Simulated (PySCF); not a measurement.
SMILES C(C[SiH2]O[SiH3])=C (C₃H₁₀OSi₂) at its GFN2-xTB optimised geometry (Å):

```
16

C      2.8154    -1.7076     1.0332
C      2.0604    -1.3802     0.0000
C      0.5746    -1.3802     0.0000
Si    -0.1154     0.3979     0.0000
O     -1.7303     0.2885    -0.0139
Si    -3.3326     0.4844     0.0974
H      3.8907    -1.6730     0.9919
H      2.3844    -2.0292     1.9674
H      2.5223    -1.0569    -0.9242
H      0.2095    -1.9016    -0.8875
H      0.2033    -1.9200     0.8728
H      0.2621     1.1242    -1.2137
H      0.2751     1.1167     1.2129
H     -3.7468    -0.1673     1.3381
H     -3.6064     1.9200     0.1195
H     -3.8907    -0.1657    -1.0860
```

Computed with PySCF with CAM-B3LYP/def2-TZVP. Cells within 0.4 Å of a nucleus heavier than hydrogen are left out (blank, or x).

Map of the HOMO amplitude (bohr^(-3/2)) on the plane z = 0.0 Å; orbital energy -8.43 eV, overall sign arbitrary:

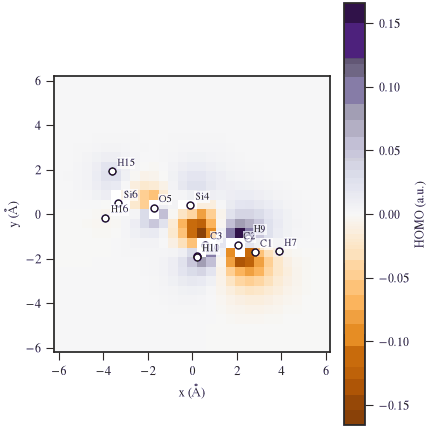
HOMO amplitude (bohr^(-3/2)) on the plane z = 0.0 Å.
